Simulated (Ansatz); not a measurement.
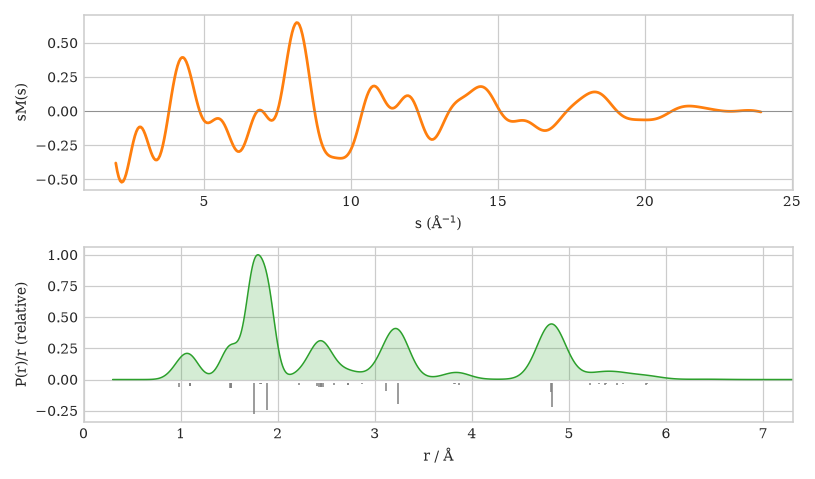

Simulated gas electron diffraction: reduced molecular intensity sM(s) from the Debye equation in the first Born approximation (top) and the radial distribution curve (bottom) of CH7ClOSi. Each pair of atoms contributes with weight ZᵢZⱼ/r (bars below the curve); damping constant 0.002 Å²; vibrational amplitudes assumed, not computed: 0.05 Å for bonds, 0.078 Å for bonds to H, 0.06 + 0.015 r up to 0.15 Å for other pairs. The geometry is the end point of an optimisation (Ansatz 0.2.0, RKS PBE-D4/6-31G); it may be a saddle point or a higher isomer.

Question: Which pairs of atoms lie under the first 7 clear peaks? Mark bonded pairs by – and others by ···.

Answer: Peak 1, 1.07 Å: O–H 0.99 Å, C–H 1.10 Å (×3), not resolved
Peak 2, 1.80 Å: Si–O 1.75 Å, Cl–C 1.89 Å, not resolved; in its flanks Si–H 1.51–1.52 Å
Peak 3, 2.44 Å: O···H 2.22–2.58 Å (×2), Si···H 2.40 Å, Cl···H 2.43–2.46 Å (×4), not resolved; in its flanks O···H 2.72–2.73 Å
Peak 4, 3.21 Å: O···C 3.12 Å, Cl···O 3.24 Å, not resolved
Peak 5, 3.84 Å: O···H 3.81–3.83 Å (×2), Si···H 3.87 Å, not resolved
Peak 6, 4.82 Å: Si···C 4.81 Å, Cl···Si 4.82 Å
Peak 7, 5.41 Å: C···H 5.31–5.38 Å (×2), Si···H 5.37–5.56 Å (×2), Cl···H 5.49 Å, not resolved; in its flanks Cl···H 5.79 Å, C···H 5.80 Å
